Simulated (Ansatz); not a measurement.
# KSnCl3 (model cell, started as cubic perovskite with Sn in the octahedra): a soft mode frozen in

Wanted: the energy along a soft mode of KSnCl3 (model cell, started as cubic perovskite with Sn in the octahedra) and the structure at the end.

Main program and level: Ansatz 0.2.0; DFT PBEsol, scalar-relativistic, plane waves, PAW; PAW set soft_1.

The structure was built from a prototype and need not be the compound's stable phase.

## (1) Set-up

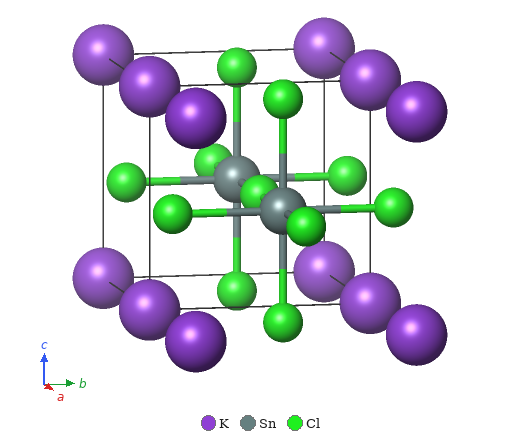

Start, viewed slightly off an axis; potassium purple, tin teal, chlorine green. 2×1×1 cells are drawn. Some periodic images of atoms are drawn too.

## (2) Response at finite wavevector

The cell comes from relaxations at this level that are not shown. Stability and thermal properties need the whole zone. Linear response on a 2×2×2 q mesh gives force constants as far as a supercell of that size would, and the tensors from the zone-centre run are typed in so that the long-range dipole term is interpolated apart.

File input.yaml:

```yaml
crystal:
  lattice:
    - [5.4819651111, 0.0, 0.0]
    - [0.0, 5.4819651111, 0.0]
    - [0.0, 0.0, 5.4819651111]
  atoms:
    - { symbol: K, position: [0.0, 0.0, 0.0] }
    - { symbol: Sn, position: [0.5, 0.5, 0.5] }
    - { symbol: Cl, position: [0.5, 0.5, 0.0] }
    - { symbol: Cl, position: [0.5, 0.0, 0.5] }
    - { symbol: Cl, position: [0.0, 0.5, 0.5] }
kpoints:
  mp_grid: { grid: [12, 12, 12] }
hamiltonian:
  xc: pbesol
  pseudopotentials: { kind: paw, azcp: { folder: soft_1 }, xc_functional: pbe }
scf:
  occupations: { method: fixed }
output:
  eigenvalues: true
phonons:
  method: dfpt
  qmesh: [2, 2, 2]
  temperatures: { t_max: 1000, t_step: 50 }
  qpath:
    path:
      - [[0.0, 0.0, 0.0], [0.0, 0.5, 0.0], [0.5, 0.5, 0.0], [0.0, 0.0, 0.0], [0.5, 0.5, 0.5], [0.0, 0.5, 0.0]]
      - [[0.5, 0.5, 0.5], [0.5, 0.5, 0.0]]
    npoints: 10
  non_analytic_term:
    high_frequency_dielectric_tensor: [[6.0559, 0.0, 0.0], [0.0, 6.0559, 0.0], [0.0, 0.0, 6.0559]]
    born_effective_charges:
      - { species: K, tensor: [[1.282, 0.0, 0.0], [0.0, 1.282, 0.0], [0.0, 0.0, 1.282]] }
      - { species: Sn, tensor: [[4.596, 0.0, 0.0], [0.0, 4.596, 0.0], [0.0, 0.0, 4.596]] }
      - { species: Cl, tensor: [[-0.5016, 0.0, 0.0], [0.0, -0.5016, 0.0], [0.0, 0.0, -4.8748]] }
      - { species: Cl, tensor: [[-0.5016, 0.0, 0.0], [0.0, -4.8748, 0.0], [0.0, 0.0, -0.5016]] }
      - { species: Cl, tensor: [[-4.8748, 0.0, 0.0], [0.0, -0.5016, 0.0], [0.0, 0.0, -0.5016]] }
    source: "zone-centre run at this cell"
```

Command:

```console
$ ansatz run input.yaml --threads 4 --pin off --max-ram 16384MiB --backend cpu --events-out ev --progress --plain --runs-dir out
```

Numbers of over 12 decimals in the logs are rounded to 6 here.

Log:

```text
Engine: ansatz 0.2.0, aarch64-unknown-linux-gnu
Pseudopotentials: kind: paw
Pseudopotential: K, paw, valence charge 9, recommended cutoff 420 eV (normal), soft_1/K.paw.azcp
Pseudopotential: Sn, paw, valence charge 14, recommended cutoff 420 eV (normal), soft_1/Sn.paw.azcp
Pseudopotential: Cl, paw, valence charge 7, recommended cutoff 420 eV (normal), soft_1/Cl.paw.azcp
Functional definition: PBEsol
  exchange = pbesol_x
  correlation = pbesol_c
Crystal: 5 atoms, lattice volume = 164.744 Å³
Basis set: ecut = 420 eV, 3191 PW (Γ), exchange–correlation on 80×80×80 points (8 copies of the dense FFT grid, shifted against one another)
Bands: 27, of which v1, the nominal top of the filled ones, is band 22 counted from 1 (21 counted from 0)
Symmetry: 48 space group operations
k-points: 84 of 1728
Non-local potential: K, projectors of the file, l = 0: 3, l = 1: 2, l = 2: 2
Non-local potential: Sn, projectors of the file, l = 0: 2, l = 1: 2, l = 2: 2, l = 3: 1
Non-local potential: Cl, projectors of the file, l = 0: 2, l = 1: 2, l = 2: 1
PAW form: soft (Blöchl's): semilocal exchange-correlation on the pseudo side does not see the compensation charge
PAW frozen core: K, regenerated for the run's functional, and the local potential with it (the file was generated under x = pbe(κ = 0.804, μ = 0.219515), c = pbe(β = 0.066725))
PAW frozen core: Sn, regenerated for the run's functional, and the local potential with it (the file was generated under x = pbe(κ = 0.804, μ = 0.219515), c = pbe(β = 0.066725))
PAW frozen core: Cl, regenerated for the run's functional, and the local potential with it (the file was generated under x = pbe(κ = 0.804, μ = 0.219515), c = pbe(β = 0.066725))
PAW one-centre angular grid: K, 110 points (default); XC on 64 Gauss nodes
PAW one-centre angular grid: Sn, 590 points (default); XC on 64 Gauss nodes
PAW one-centre angular grid: Cl, 110 points (default); XC on 64 Gauss nodes
Initial density: superposition of atomic densities (chi_scale 0.1, normalization cell, long waves kept (reshape's long-wave potential 0.01 eV rms))
Initial wavefunctions: pseudopotential atomic-orbital guess
Functional: x = pbesol(κ = 0.804, μ = 0.123457), c = pbesol(β = 0.046)
SCF iter   1: F=—  HF=-10656.276594 eV  |F-HF|=—  |Δ(HF+E_count)|=         —  Δρ=3.42e-2  dr2=2.93e0  ethr=3.10e-3  ⟨swp⟩=5.1  Hψ=9087  notcnv=0  defer=195
preconditioner: auto → Resta (q_TF=auto, 2.189 Å⁻¹)  ε∞=4.7  [insulator: Δε(μ)=0.165 eV  Ē_g=6.768 eV  n_scr=26 (ndim 8)  ℏωp=12.9 eV  f_vac=0.031  ε∞_Penn≈4.7]
SCF iter   2: F=—  HF=-10655.253169 eV  |F-HF|=—  |Δ(HF+E_count)|=    1.02e0  Δρ=1.33e-2  dr2=6.10e-1  ethr=3.10e-3  ⟨swp⟩=3.2  Hψ=5403  notcnv=0  defer=210
SCF iter   3: F=—  HF=-10654.990881 eV  |F-HF|=—  |Δ(HF+E_count)|=   2.62e-1  Δρ=4.82e-3  dr2=8.77e-2  ethr=1.39e-3  ⟨swp⟩=2.9  Hψ=4806  notcnv=0  defer=238
SCF iter   4: F=—  HF=-10654.960244 eV  |F-HF|=—  |Δ(HF+E_count)|=   3.06e-2  Δρ=1.40e-3  dr2=6.89e-3  ethr=1.99e-4  ⟨swp⟩=3.0  Hψ=3948  notcnv=0  defer=245
SCF iter   5: F=—  HF=-10654.960297 eV  |F-HF|=—  |Δ(HF+E_count)|=   5.27e-5  Δρ=3.91e-4  dr2=3.70e-4  ethr=1.57e-5  ⟨swp⟩=3.0  Hψ=3747  notcnv=0  defer=248
SCF iter   6: F=—  HF=-10654.960674 eV  |F-HF|=—  |Δ(HF+E_count)|=   3.78e-4  Δρ=7.95e-5  dr2=1.12e-5  ethr=8.41e-7  ⟨swp⟩=2.9  Hψ=4280  notcnv=0  defer=247
SCF iter   7: F=—  HF=-10654.960692 eV  |F-HF|=—  |Δ(HF+E_count)|=   1.75e-5  Δρ=2.50e-5  dr2=1.39e-6  ethr=2.55e-8  ⟨swp⟩=2.0  Hψ=3984  notcnv=0  defer=243
SCF iter   8: F=—  HF=-10654.960696 eV  |F-HF|=—  |Δ(HF+E_count)|=   3.67e-6  Δρ=5.31e-6  dr2=5.37e-8  ethr=3.16e-9  ⟨swp⟩=2.0  Hψ=4037  notcnv=0  defer=222
SCF iter   9: F=—  HF=-10654.960696 eV  |F-HF|=—  |Δ(HF+E_count)|=   1.43e-7  Δρ=1.14e-6  dr2=3.89e-9  ethr=1.22e-10  ⟨swp⟩=2.0  Hψ=3442  notcnv=0  defer=223
SCF iter  10: F=—  HF=-10654.960696 eV  |F-HF|=—  |Δ(HF+E_count)|=   5.99e-9  Δρ=2.26e-7  dr2=1.93e-10  ethr=8.85e-12  ⟨swp⟩=2.0  Hψ=3515  notcnv=0  defer=223
SCF iter  11: F=-10654.960696 eV  HF=-10654.960696 eV  |F-HF|=1.09e-11  |Δ(HF+E_count)|=  2.18e-11  Δρ=5.29e-8  dr2=6.09e-12  ethr=1.00e-12  ⟨swp⟩=15.9  Hψ=18536  notcnv=0
SCF 1 converged in 11 iterations: F = -10654.960696 eV  dr2 = 6.09e-12
  greatest PAW one-centre occupation: 0.993 electrons in one spin orbital (limit 2), on the Sn atom at site 1 (counted from 0), in its partial waves of l = 2
NSCF: frozen V_eff on 84 k-points
NSCF: frozen V_eff on 343 k-points
DFPT response loops at q = (0, 0, 0) (fractional): preconditioner auto → Resta (q_TF=auto, 2.189 Å⁻¹)  ε∞=10.9 (no band partly filled); β = 1.00, the filter's whole step (`scf.mixing.beta` (0.50) is not read by the response loops at its default; to damp them type it under 1.00, their step now; it binds the ground state too); Broyden in place of MSR1
NSCF: frozen V_eff on 686 k-points
DFPT response loops at q = (0, 0, -0.5) (fractional): mixed as the last ones told, above
NSCF: frozen V_eff on 686 k-points
DFPT response loops at q = (0, -0.5, -0.5) (fractional): mixed as the last ones told, above
NSCF: frozen V_eff on 686 k-points
DFPT response loops at q = (-0.5, -0.5, -0.5) (fractional): mixed as the last ones told, above
SCF converged after 11 iterations
Free energy (F): -10654.960696 eV
Harris-Foulkes:  -10654.960696 eV  (|F-HF|=1.09e-11)
Internal energy: -10654.960696 eV  (E = F + TS)
E sigma→0 (E₀):  -10654.960696 eV
Fermi energy:    4.614290 eV
--- Per-component energies (eV) ---
  E_band       = -364.510813
  E_kinetic    = 876.862078
  E_local      = -3047.792382  (includes V_loc(G=0)·N_el)
  E_nonlocal   = 255.964505
  E_hartree    = 1250.776148
  E_xc         = -577.290954
  E_vxc        = -591.821911  (∫ρ·V_xc dr)
  E_paw        = -6980.489267  (= ΣΔE_a)
  E_vpaw       = -359.276086  (= ΣTr[D̂ρ^β])
  E_aug_tail   = 0.000637  (compensation charges beyond the density's cutoff)
  E_ewald      = -2433.619482
  E_core_change = 0.628021  (= ΣΔE_core)
  E_smearing   = -0.000000  (= −TS)
  E_closure    = -0.000000  (closes the sum)
  Σ components = -10654.960696   (vs F -10654.960696, Δ=0.00e0)
--- Band table (eV; the first three rows and the last of 84) ---
  k-point 0: bands = [... 18 lower, 0.6645, 0.7120, 0.7120, 0.7120, 6.0192, 8.2477, 8.2477, 8.8212, ... 1 higher]
  k-point 1: bands = [... 18 lower, 0.6564, 0.7053, 0.7053, 0.7321, 6.0832, 8.2690, 8.3014, 8.8284, ... 1 higher]
  k-point 2: bands = [... 18 lower, 0.6345, 0.6946, 0.6946, 0.8259, 6.2684, 8.3053, 8.4539, 8.8182, ... 1 higher]
  k-point 83: bands = [... 18 lower, 1.1426, 1.1426, 1.1426, 4.6143, 5.1179, 5.1179, 5.1179, 7.4175, ... 1 higher]
--- Phonons (Γ-DFPT): 4 representative perturbations + reference (Σ response iterations 12) ---
  ASR residual: 4.825e-5 → 0.000e0 eV/Å²; symmetrization residual: 1.462e-5 eV/Å²
  ASR residual per site (eV/Å²): 4.83e-5 4.50e-5 3.75e-5 3.75e-5 3.75e-5
  Γ frequencies (cm⁻¹): -61.26 -61.26 -61.26 -0.79 -0.79 -0.79 0.00 0.00 0.00 61.76 61.76 61.76 93.38 93.38 93.38
--- Phonons (arbitrary-q DFPT): 4 irreducible q on the 2×2×2 mesh ---
  q = [0.0000, 0.0000, 0.0000] (star 1, of the zone-centre solve; hermiticity 1.59e-5, symmetrization 1.16e-11): -61.26 -61.26 -61.26 -0.79 -0.79 -0.79 -0.00 -0.00 0.00 61.76 61.76 61.76 93.38 93.38 93.38
  q = [0.0000, 0.0000, -0.5000] (star 3, 9 solved perturbations in 2646 linear systems a pass and spin channel, the states on 343 of 1728 k-point pairs; hermiticity 4.73e-6, symmetrization 4.17e-12): -53.25 -53.25 -20.57 -20.57 35.74 47.92 48.77 48.77 50.11 50.11 55.07 95.62 95.62 145.65 241.27
  q = [0.0000, -0.5000, -0.5000] (star 3, 9 solved perturbations in 2646 linear systems a pass and spin channel, the states on 343 of 1728 k-point pairs; hermiticity 1.15e-6, symmetrization 1.63e-13): -60.28 -54.58 -54.58 -41.27 37.66 37.66 38.95 56.12 56.12 93.06 98.22 142.23 142.23 217.71 246.39
  q = [-0.5000, -0.5000, -0.5000] (star 1, 4 solved perturbations in 931 linear systems a pass and spin channel, the states on 343 of 1728 k-point pairs; hermiticity 1.15e-6, symmetrization 1.86e-11): -60.22 -60.22 -60.22 -54.44 -54.44 -54.44 97.11 97.11 97.11 134.00 134.00 134.00 217.62 217.62 251.12
  sum rule: each row above includes the acoustic sum rule's correction from the zone centre's row sums; it moved no ω² by more than (0.58 cm⁻¹)²
  mesh force constants: q→R imaginary residual 6.82e-18; ASR residual 4.825e-5 → 0.000e0 eV/Å²; symmetrization residual 3.109e-15 eV/Å²
  interpolated dispersion: 63 rows × 15 modes
  density of states and harmonic sums: on the 12×12×12 q-mesh, interpolated from the force constants of a 2×2×2 supercell (with the dipole–dipole term of supplied tensors)
  largest difference from the sums on the solved wave vectors: F 3.76e-2 eV, S 4.68e-5 and C_V 3.94e-5 eV/K
  zero-point energy: 0.064947 eV/cell   skipped modes (ω ≤ 0): 420, of them read as no rigid motion or as one in doubt: 417 (4.980e0 modes/cell left out, lowest -61.26 cm⁻¹)   left out of the sums: 3.32e-1 of the cell's modes: C_V's classical limit lies that fraction below 3 k_B per atom; for a crystal, a wire or a layer, F and S can be off by more, and a phonons.interpolated_qmesh denser along its periods is the remedy for the sampling
```

The job ended after 14 min (4 threads of Arm Neoverse V1, shared host; peak memory 3.4 GiB; 54 min of CPU time).

In the SCF lines HF is the Harris–Foulkes energy and dr2 the Hartree energy of the density residual, in eV; the loop may stop once dr2 is under the threshold and the program's other checks hold. Hψ counts applications of the Hamiltonian.

Numbers from this step:

```
gap on the k-mesh                                       : 0.5036 eV
volume per atom                                         : 32.95 Å³
sum-rule residual before enforcement                    : 4.83e-5 eV/Å²
lowest frequency on the path                            : -61.26 cm⁻¹
point group                                             : m-3m
highest frequency on the path or at a solved wavevector : 251.1 cm⁻¹
highest optical mode at the zone centre (no LO-TO term) : 93.38 cm⁻¹
lowest optical zone-centre mode                         : -61.26 cm⁻¹
lowest mode on the q mesh (acoustic modes at Γ apart)   : -61.26 cm⁻¹
```

Frequencies (cm⁻¹) solved at each irreducible wavevector; negative means imaginary. Frequencies by wavevector, by row:

| q in reciprocal lattice units | star | mode 1 | mode 2 | mode 3 | mode 4 | mode 13 | mode 14 | mode 15 |
| --- | --- | --- | --- | --- | --- | --- | --- | --- |
| 0 0 0 | 1 | -61.3 | -61.3 | -61.3 | -0.8 | 93.4 | 93.4 | 93.4 |
| 0 0 -0.5 | 3 | -53.2 | -53.2 | -20.6 | -20.6 | 95.6 | 145.7 | 241.3 |
| 0 -0.5 -0.5 | 3 | -60.3 | -54.6 | -54.6 | -41.3 | 142.2 | 217.7 | 246.4 |
| -0.5 -0.5 -0.5 | 1 | -60.2 | -60.2 | -60.2 | -54.4 | 217.6 | 217.6 | 251.1 |

Interpolated from a 2×2×2 q mesh, with the LO-TO term (at Γ the limit along the path; where Γ stands inside the path, tables give the limit on arrival). The phonon branches at the labelled points (cm⁻¹):

| point | branch 1 | branch 2 | branch 3 | branch 4 | branch 12 | branch 13 | branch 14 | branch 15 |
| --- | --- | --- | --- | --- | --- | --- | --- | --- |
| Γ | -61 | -61 | -59 | -1 | 68 | 93 | 93 | 229 |
| X | -53 | -53 | -21 | -21 | 96 | 96 | 146 | 241 |
| M | -60 | -55 | -55 | -41 | 142 | 142 | 218 | 246 |
| Γ | -61 | -61 | -59 | -1 | 68 | 93 | 93 | 229 |
| R | -60 | -60 | -60 | -54 | 134 | 218 | 218 | 251 |
| X | -53 | -53 | -21 | -21 | 96 | 96 | 146 | 241 |
| jump to R | -60 | -60 | -60 | -54 | 134 | 218 | 218 | 251 |
| M | -60 | -55 | -55 | -41 | 142 | 142 | 218 | 246 |

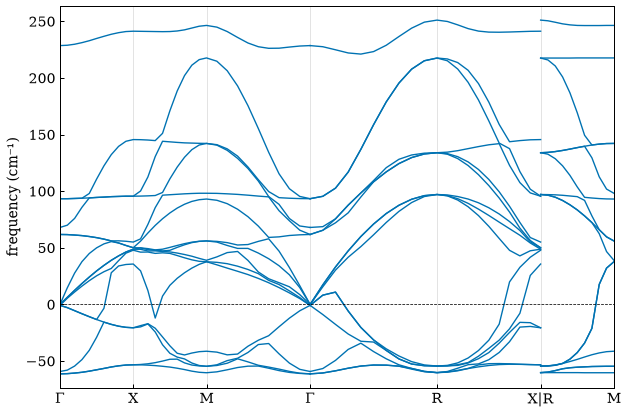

Phonon branches along the path.

Symmetry leaves 4 wavevectors to solve. The lowest mode among them, the acoustic zeros apart, lies at Γ and is imaginary, 61.3i cm⁻¹, so the energy falls along it.

## (3) The mode frozen in, largest atomic shift 0 Å

The mode followed lies at Γ with frequency 61.3i cm⁻¹ and is 3-fold degenerate, the softest among the wavevectors solved. At small amplitude the distorted cell has space group no. 99 by a symmetry search on the positions. The undistorted cell that holds it gives the zero of energy on the same k mesh.

input.yaml, the sections that differ from step 2:

```yaml
scf:
  occupations: { method: gaussian, width: 0.02 }
output:
  forces: true
  stress: true
  eigenvalues: true
# crystal, kpoints, hamiltonian: as in step 2
# phonons: removed
```

Log:

```text
[...]
Crystal: 5 atoms, lattice volume = 164.744 Å³
Basis set: ecut = 420 eV, 3191 PW (Γ), exchange–correlation on 80×80×80 points (8 copies of the dense FFT grid, shifted against one another)
Bands: 27, of which v1, the nominal top of the filled ones, is band 22 counted from 1 (21 counted from 0)
Symmetry: 48 space group operations
[...]
k-points: 84 of 1728
[...]
k-point 0: bands = [... 18 lower, 0.6646, 0.7121, 0.7121, 0.7121, 6.0193, 8.2477, 8.2477, 8.8214, ... 1 higher]
  k-point 1: bands = [... 18 lower, 0.6565, 0.7054, 0.7054, 0.7321, 6.0834, 8.2690, 8.3013, 8.8286, ... 1 higher]
  k-point 2: bands = [... 18 lower, 0.6346, 0.6946, 0.6946, 0.8259, 6.2686, 8.3053, 8.4538, 8.8183, ... 1 higher]
  k-point 83: bands = [... 18 lower, 1.1426, 1.1426, 1.1426, 4.6144, 5.1180, 5.1180, 5.1180, 7.4178, ... 1 higher]
[key lines of the parts left out:]
SCF converged after 8 iterations
Free energy (F): -10654.960696 eV
Fermi energy:    4.865782 eV
P = ⅓ Tr σ = 0.0001 GPa (0.001 kbar)
```

Run time: 7.3 s. Hardware: 4 threads; peak memory 0.61 GiB; 28 s of CPU time.

This step gave:

| Property | Result |
| --- | --- |
| pressure | 1.14e-4 GPa |
| energy from the undistorted cell | 0 meV/atom |

At this level the gap is 0.50 eV on the k-mesh of the self-consistent run, which can miss the band edges.

## (4) The mode frozen in, largest atomic shift 0.6 Å

The atoms are moved along the unstable eigenvector, the largest shift by 0.6 Å, with the cell fixed.

input.yaml, the sections that differ from step 3:

```yaml
crystal:
  lattice:
    - [5.4819651111, 0.0, 0.0]
    - [0.0, 5.4819651111, 0.0]
    - [0.0, 0.0, 5.4819651111]
  atoms:
    - { symbol: K, position: [0.0, -0.1094498027, 0.0] }
    - { symbol: Sn, position: [0.5, 0.5061124341, 0.5] }
    - { symbol: Cl, position: [0.5, 0.5537345018, 0.0] }
    - { symbol: Cl, position: [0.5, -0.0072237519, 0.5] }
    - { symbol: Cl, position: [0.0, 0.5537345018, 0.5] }
# kpoints, hamiltonian, scf, output: as in step 3
```

Log:

```text
[...]
Crystal: 5 atoms, lattice volume = 164.744 Å³
Basis set: ecut = 420 eV, 3191 PW (Γ), exchange–correlation on 80×80×80 points (8 copies of the dense FFT grid, shifted against one another)
Bands: 27, of which v1, the nominal top of the filled ones, is band 22 counted from 1 (21 counted from 0)
Symmetry: 8 space group operations
[...]
k-point 0: bands = [... 18 lower, 0.5198, 0.6921, 0.7712, 0.7712, 6.1811, 8.5437, 8.5811, 8.5811, ... 1 higher]
  k-point 1: bands = [... 18 lower, 0.5038, 0.6408, 0.7708, 0.8371, 6.2403, 8.3506, 8.5306, 8.6364, ... 1 higher]
  k-point 2: bands = [... 18 lower, 0.4913, 0.6085, 0.7696, 0.9493, 6.4105, 8.0394, 8.4925, 8.6778, ... 1 higher]
  k-point 195: bands = [... 18 lower, 0.8950, 1.1204, 1.1204, 3.8962, 5.0499, 5.0499, 5.6772, 7.5342, ... 1 higher]
[key lines of the parts left out:]
SCF converged after 9 iterations
Free energy (F): -10655.041339 eV
Fermi energy:    4.472913 eV
P = ⅓ Tr σ = 0.3799 GPa (3.799 kbar)
```

Run time: 28 s. Hardware: 4 threads; peak memory 0.88 GiB.

This step gave:

- pressure: 0.3799 GPa
- gap on the k-mesh: 1.154 eV
- energy from the undistorted cell: -16.13 meV/atom

The energy, extrapolated to zero smearing, is -16.13 meV/atom against the undistorted cell.

The run ends at a pressure of 0.38 GPa, with forces up to 0.083 eV/Å.

## (5) Energy along the mode, all amplitudes (two of the runs are shown above)

An imaginary frequency means negative curvature, so the energy should fall and then rise again as anharmonic terms take over.

Numbers from this step:

```yaml
depth_at_the_lowest_point_sampled: 16.13 meV/atom
largest_atomic_shift_at_that_point: 0.6 Å
```

Energy from the parent against largest atomic shift:

| largest atomic shift (Å) | energy from the parent (meV/atom) |
| --- | --- |
| 0.000 | 0 |
| 0.040 | -0.125 |
| 0.080 | -0.496 |
| 0.140 | -1.49 |
| 0.220 | -3.55 |
| 0.320 | -6.96 |
| 0.450 | -11.9 |
| 0.600 | -16.1 |

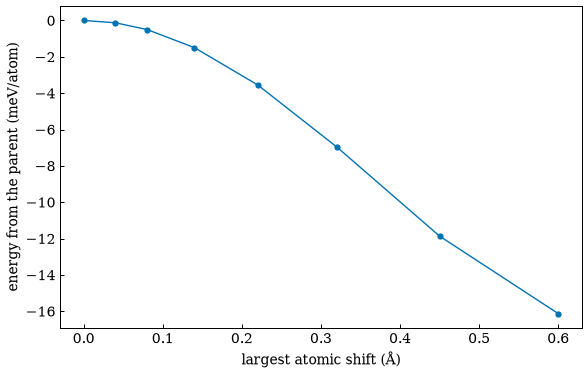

Energy from the parent against largest atomic shift.

Displacement at unit largest shift by atom:

| atom | x (Å) | y (Å) | z (Å) | size |
| --- | --- | --- | --- | --- |
| K1 | 0.00 | -1.00 | 0.00 | 1.00 |
| Sn2 | 0.00 | 0.06 | 0.00 | 0.06 |
| Cl3 | 0.00 | 0.49 | 0.00 | 0.49 |
| Cl4 | 0.00 | -0.07 | 0.00 | 0.07 |
| Cl5 | 0.00 | 0.49 | 0.00 | 0.49 |

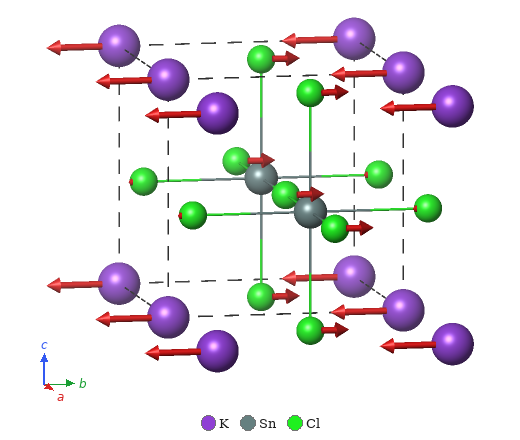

Displacement at unit largest shift as arrows, the longest 1 Å. 2×1×1 cells are drawn. Some periodic images of atoms are drawn too.

The lowest of the steps tried is the last one, at 0.6 Å, 16.1 meV/atom below the parent; the bottom of the well need not coincide with a step.

(Part 1 of 3 ends here.)

[Logs are printed without paths, hosts, clocks, repeated set-up lines and the standing remarks that a program may print on its own settings, such as how far it seeks lower states.]

[Hosts, paths, dates, database ids (printed as entryN), source tags and the programs' standing remarks are cut or masked in the printed files.]
